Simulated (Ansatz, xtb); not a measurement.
# InH2O (SMILES [OH][InH]): methods side by side

InH2O: 4 atoms, total charge 0, spin state doublet. As SMILES, `[OH][InH]`. Geometry: relaxed at PBE0-D4/def2-TZVP.

```csv
atom,x (Å),y (Å),z (Å)
O,-0.2984,-1.0206,0.2950
In,0.5639,0.7466,-0.0885
H,0.2368,-1.6294,0.8091
H,-0.4467,1.8430,-1.0360
```

Quantity: the energy change with the O1–In2 bond stretched from 2.003 to 3.005 Å, in eV. The values are calculated.

```csv
level,kind,program,value (eV),less FCI/STO-3G,CPU time (all runs)
GFN-FF,force field,xtb,0.99,-1.73,under 2 s
UHF/STO-3G,Hartree–Fock,Ansatz,2.11,-0.61,2.4 s
UPBE/STO-3G,GGA,Ansatz,3.53,+0.81,9.4 s
U-r2SCAN/STO-3G,meta-GGA,Ansatz,3.56,+0.84,20 s
U-r2SCAN0/STO-3G,hybrid meta-GGA,Ansatz,3.31,+0.59,18 s
UCAM-B3LYP/STO-3G,range-separated hybrid,Ansatz,3.44,+0.72,6.7 s
RPA@PBE/STO-3G,RPA,Ansatz,2.77,+0.05,16 s
UCCSD(T)/STO-3G,coupled cluster or CI,Ansatz,2.71,-0.01,3.8 s
FCI/STO-3G,exact in the basis,Ansatz,2.72,0.00,91 s
```

FCI/STO-3G is exact within its basis and frozen core, so for wave-function methods in that basis the difference is their error; functionals converge differently with the basis, so for them it is only a difference. All-electron rows without a relativistic Hamiltonian named are non-relativistic. The first shape isn't each level's own minimum. The values span 0.99 to 3.56 eV. Spin contamination of the reference (⟨S²⟩ at least 0.1 too high) touches UHF/STO-3G, U-r2SCAN0/STO-3G, UCCSD(T)/STO-3G. All rows use very small basis sets, so none should be taken for the real molecule's value. In the correlated wave-function rows the outer d shell of In is correlated, in sets not made for it. Times are those of the runs behind each value, whatever else they computed, on shared processors of several kinds: orders of magnitude only.

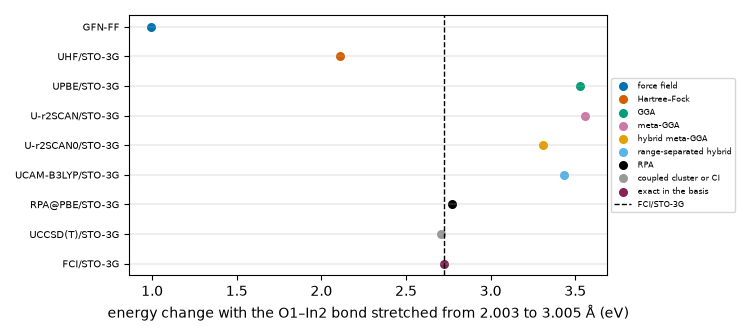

The values of the table, level by level.
